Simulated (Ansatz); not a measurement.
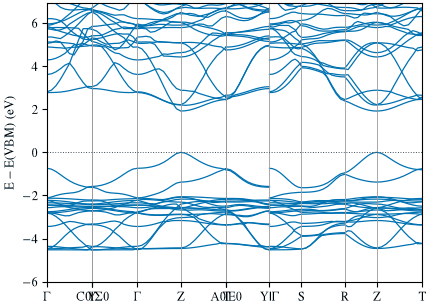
Figure: Band structure from plane-wave PAW LDA (Ansatz code)

### Question
Read off the gap and where the band edges lie.

### Answer
About 1.9 eV (1.92 eV by a search for the band edges); maximum at Z, minimum at Z.

The material is CsPbCl₃ in space group Amm2 (No. 38; Pearson symbol oS20).

The first step of the workflow began from a Materials Project structure, measured or hypothetical; the Crystallography Open Database copy checked does not list it. COD files the formula under space group No. 221, so this cell is another polymorph or a model. Whether it is the stable phase at ambient conditions was not checked. Symmetry was held in the LDA relaxation; phonons on a q-mesh show weakly imaginary modes. Spin–orbit coupling is left out wherever it is not named.

Potentials: the later of the program's two PAW sets.
